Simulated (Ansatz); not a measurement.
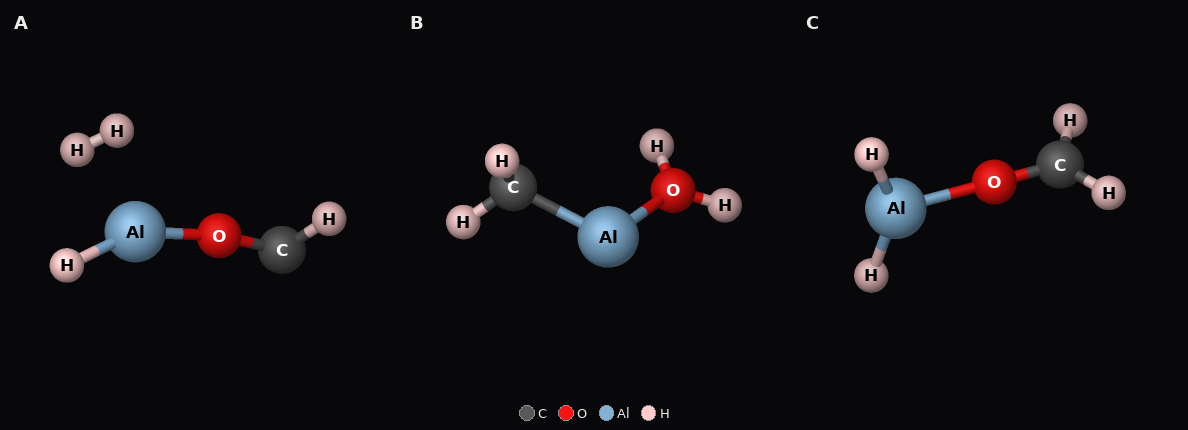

3 stationary structures of one formula. Charge +1, singlet. Geometries: PBE0-D4/def2-TZVP. Electronic energies: RHF-CCSD(T) (frozen core)/def2-TZVPP (Ansatz 0.2.0), without zero-point energy. No frequency run is at hand to confirm each as a minimum. Each is one conformer, not always the lowest.

### Rank them by energy, lowest first.

C is lowest (C2v); B lies 0.996 eV above it (Cs), A lies 3.747 eV above it (C1).
